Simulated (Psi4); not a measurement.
**TPSSh/6-31G(d) (density fitting, Cartesian functions, sweep point 2) run of SiHOF3 (sif3oh)**

We compute a single-point energy of SiHOF3 (sif3oh). The job is set up through a Python script.

The results are computed with Psi4 1.11.

5 further runs of the same task are left out: 5 set aside as unsound or not needed.

### Step 1. The molecule

SiHOF3 has 6 atoms, charge 0, and is taken as a singlet. As SMILES, `O[Si](F)(F)F`. Geometry: relaxed at PBE0-D4/def2-TZVP.

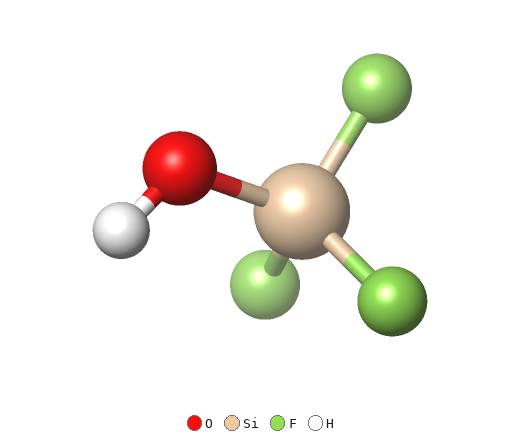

Viewed from a chosen angle; oxygen red, silicon light orange, fluorine green, hydrogen white.

### Step 2. A single-point energy at TPSSh/6-31G(d) (density fitting, Cartesian functions, sweep point 2)

The input, job.py:

```python
import psi4

psi4.set_memory('1600 MB')
psi4.set_num_threads(1)
psi4.core.set_output_file('psi4.out', False)

m = psi4.geometry("""
0 1
O     -0.219800     0.531700     1.122400
Si     0.217900    -0.093400    -0.288700
F     -0.639100     0.464300    -1.482900
F      0.075600    -1.658700    -0.320700
F      1.718500     0.281100    -0.527400
H     -1.111000     0.410900     1.451000
symmetry c1
""")

psi4.set_options({
    'basis': '6-31G*',
    'scf_type': 'df',
    'guess': 'core',
})

e_tot = psi4.energy("TPSSH", molecule=m)
print(f'total energy {e_tot:.8f} hartree = {e_tot * 27.211386:.5f} eV')
```

Command:

```console
$ python job.py
```

psi4.out:

```text
=> Loading Basis Set <=

    Name: 6-31G*
    Role: ORBITAL
    Keyword: BASIS

         ---------------------------------------------------------
                                   SCF
                              RKS Reference
                        1 Threads,   1525 MiB Core
         ---------------------------------------------------------

  ==> Geometry <==

    Molecular point group: c1
    Full point group: C1

    Geometry (in Angstrom), charge = 0, multiplicity = 1:

       Center              X                  Y                   Z               Mass
    ------------   -----------------  -----------------  -----------------  -----------------
         O           -0.449307042258     0.640017613185     1.445491055068    15.994914619570
         SI          -0.011607042258     0.014917613185     0.034391055068    27.976926534650
         F           -0.868607042258     0.572617613185    -1.159808944932    18.998403162730
         F           -0.153907042258    -1.550382386815     0.002391055068    18.998403162730
         F            1.488992957742     0.389417613185    -0.204308944932    18.998403162730
         H           -1.340507042258     0.519217613185     1.774091055068     1.007825032230

  Running in c1 symmetry.

  Rotational constants: A =      0.13794  B =      0.13506  C =      0.13376 [cm^-1]
  Rotational constants: A =   4135.41368  B =   4048.88243  C =   4009.89047 [MHz]
  Nuclear repulsion =  271.040296606161803

  Charge       = 0
  Multiplicity = 1
  Electrons    = 50
  Nalpha       = 25
  Nbeta        = 25

  ==> Algorithm <==

  SCF Algorithm Type is DF.
  DIIS enabled.
  MOM disabled.
  Fractional occupation disabled.
  Guess Type is CORE.
  Energy threshold   = 1.00e-06
  Density threshold  = 1.00e-06
  Integral threshold = 1.00e-12

  ==> Primary Basis <==

  Basis Set: 6-31G*
    Blend: 6-31G*
    Number of shells: 34
    Number of basis functions: 81
    Number of Cartesian functions: 81
    Spherical Harmonics?: false
    Max angular momentum: 2

  ==> DFT Potential <==

   => LibXC <=

    Version 7.1.2

   => Composite Functional: TPSSH <=

    TPSSh Hyb-GGA Exchange-Correlation Functional

    Deriv               =              1
    GGA                 =           TRUE
    Meta                =           TRUE

    Exchange Hybrid     =           TRUE
    MP2 Hybrid          =          FALSE

   => Exchange Functionals <=

    0.9000   Tao, Perdew, Staroverov & Scuseria

   => Exact (HF) Exchange <=

    0.1000               HF

   => Correlation Functionals <=

    1.0000   Tao, Perdew, Staroverov & Scuseria

   => LibXC Density Thresholds  <==

    XC_HYB_MGGA_XC_TPSSH:  1.00E-15

   => Molecular Quadrature <=

    Radial Scheme          =       TREUTLER
    Pruning Scheme         =           NONE
    Nuclear Scheme         =       TREUTLER

    Blocking Scheme        =         OCTREE
    BS radius alpha        =              1
    Pruning alpha          =              1
    Radial Points          =             75
    Spherical Points       =            302
    Total Points           =         130578
    Total Blocks           =           1033
    Max Points             =            256
    Max Functions          =             79
    Weights Tolerance      =       1.00E-15

   => Loading Basis Set <=

    Name: (6-31G* AUX)
    Role: JKFIT
    Keyword: DF_BASIS_SCF

  ==> Integral Setup <==

  DFHelper Memory: AOs need 0.027 GiB; user supplied 0.494 GiB.
  SCF_SUBTYPE=INCORE selected. In-core MEM_DF algorithm will be used.
  Using in-core AOs.

  ==> MemDFJK: Density-Fitted J/K Matrices <==

    J tasked:                   Yes
    K tasked:                   Yes
    wK tasked:                   No
    Memory [MiB]:               506
    Algorithm:                 Core
    Schwarz Cutoff:           1E-12
    Mask sparsity (%):       0.3353
    Fitting Condition:        1E-10

   => Auxiliary Basis Set <=

  Basis Set: (6-31G* AUX)
    Blend: CC-PVDZ-JKFIT
    Number of shells: 141
    Number of basis functions: 479
    Number of Cartesian functions: 479
    Spherical Harmonics?: false
    Max angular momentum: 3

  Cached 100.0% of DFT collocation blocks in 0.623 [GiB].

  Minimum eigenvalue in the overlap matrix is 5.3869989888E-03.
  Reciprocal condition number of the overlap matrix is 9.2529940625E-04.
    Using symmetric orthogonalization.

  ==> Pre-Iterations <==

  SCF Guess: Core (One-Electron) Hamiltonian.

   -------------------------------------------------------
    Irrep   Nso     Nmo     Nalpha   Nbeta   Ndocc  Nsocc
   -------------------------------------------------------
     A         81      81      25      25      25       0
   -------------------------------------------------------
    Total      81      81      25      25      25       0
   -------------------------------------------------------

  ==> Iterations <==

                           Total Energy        Delta E     RMS |[F,P]|

   @DF-RKS iter   1:  -627.06560474782009   -6.27066e+02   8.64793e-02 DIIS/ADIIS
   @DF-RKS iter   2:  -519.46155385027851    1.07604e+02   1.25785e-01 ADIIS
   @DF-RKS iter   3:  -661.32785111665453   -1.41866e+02   4.25975e-02 DIIS/ADIIS
   @DF-RKS iter   4:  -664.47112371866137   -3.14327e+00   1.71942e-02 DIIS/ADIIS
   @DF-RKS iter   5:  -664.78496661036536   -3.13843e-01   1.12750e-02 DIIS/ADIIS
   @DF-RKS iter   6:  -665.04947619061920   -2.64510e-01   1.29484e-03 DIIS/ADIIS
   @DF-RKS iter   7:  -665.05252769348715   -3.05150e-03   6.38226e-04 DIIS/ADIIS
   @DF-RKS iter   8:  -665.05333075583223   -8.03062e-04   9.64686e-05 DIIS
   @DF-RKS iter   9:  -665.05335240269642   -2.16469e-05   3.12359e-05 DIIS
   @DF-RKS iter  10:  -665.05335462086509   -2.21817e-06   9.62369e-06 DIIS
   @DF-RKS iter  11:  -665.05335483132728   -2.10462e-07   1.27198e-06 DIIS
   @DF-RKS iter  12:  -665.05335483515375   -3.82647e-09   8.82269e-08 DIIS
  Energy and wave function converged.

  ==> Post-Iterations <==

   Electrons on quadrature grid:
      Ntotal   =   49.9998965423 ; deviation = -1.035e-04

    Orbital Energies [Eh]
    ---------------------

    Doubly Occupied:

       1A    -66.114780     2A    -24.632196     3A    -24.632185
       4A    -24.631874     5A    -19.113977     6A     -5.325598
       7A     -3.674910     8A     -3.674404     9A     -3.673358
      10A     -1.202366    11A     -1.174404    12A     -1.173343
      13A     -1.023044    14A     -0.587142    15A     -0.525475
      16A     -0.488730    17A     -0.487215    18A     -0.442702
      19A     -0.432236    20A     -0.431203    21A     -0.412790
      22A     -0.410374    23A     -0.390881    24A     -0.369279
      25A     -0.341381

    Virtual:

      26A      0.012243    27A      0.081941    28A      0.099051
      29A      0.110896    30A      0.154590    31A      0.276869
      32A      0.294144    33A      0.302431    34A      0.312962
      35A      0.560848    36A      0.585780    37A      0.798275
      38A      0.870647    39A      0.880367    40A      0.924471
      41A      0.943679    42A      1.016519    43A      1.083954
      44A      1.160477    45A      1.162080    46A      1.181201
      47A      1.214468    48A      1.230143    49A      1.245651
      50A      1.252103    51A      1.370709    52A      1.373933
      53A      1.431907    54A      1.553107    55A      1.562523
      56A      1.692736    57A      1.714443    58A      1.732172
      59A      1.733110    60A      1.753374    61A      1.786713
      62A      1.790348    63A      1.793159    64A      1.802864
      65A      1.804169    66A      1.813553    67A      2.042478
      68A      2.103244    69A      2.161881    70A      2.180764
      71A      2.306860    72A      2.511305    73A      2.585782
      74A      2.843083    75A      2.936225    76A      3.034383
      77A      3.070487    78A      3.643103    79A      4.122824
      80A      4.133369    81A      4.450698

    Final Occupation by Irrep:
              A
    DOCC [    25 ]
    NA   [    25 ]
    NB   [    25 ]

  @DF-RKS Final Energy:  -665.05335483515375

   => Energetics <=

    Nuclear Repulsion Energy =            271.0402966061618031
    One-Electron Energy =               -1463.5156908782576011
    Two-Electron Energy =                 583.0241910763535316
    DFT Exchange-Correlation Energy =     -55.6021516394114670
    Empirical Dispersion Energy =           0.0000000000000000
    VV10 Nonlocal Energy =                  0.0000000000000000
    Total Energy =                       -665.0533548351537547

Computation Completed

Properties will be evaluated at   0.000000,   0.000000,   0.000000 [a0]

Properties computed using the SCF density matrix

 Multipole Moments:

 ------------------------------------------------------------------------------------
     Multipole            Electronic (a.u.)      Nuclear  (a.u.)        Total (a.u.)
 ------------------------------------------------------------------------------------

 L = 1.  Multiply by 2.5417464519 to convert [e a0] to [Debye]
 Dipole X            :          0.9689149           -1.6991512           -0.7302364
 Dipole Y            :         -1.0351398            1.0451710            0.0100312
 Dipole Z            :         -2.4870557            2.9554424            0.4683867
 Magnitude           :                                                    0.8676012

 ------------------------------------------------------------------------------------

	total time  =         14 seconds =       0.23 minutes
```

The script printed:

```text
total energy -665.05335484 hartree = -18097.02355 eV
```

Run time: 16 s. Hardware: 1 thread of Intel Xeon Platinum 8259CL at 2.50GHz (Skylake/Cascade Lake), shared host; peak memory 0.87 GiB.

### Step 3. Results

Level: TPSSh/6-31G* (density fitting, Cartesian functions, sweep point 2).

```
     quantity          value
 total energy  -665.05335 Eh
dipole moment         2.21 D
  HOMO energy       -9.29 eV
  LUMO energy        0.33 eV
HOMO–LUMO gap        9.62 eV
```
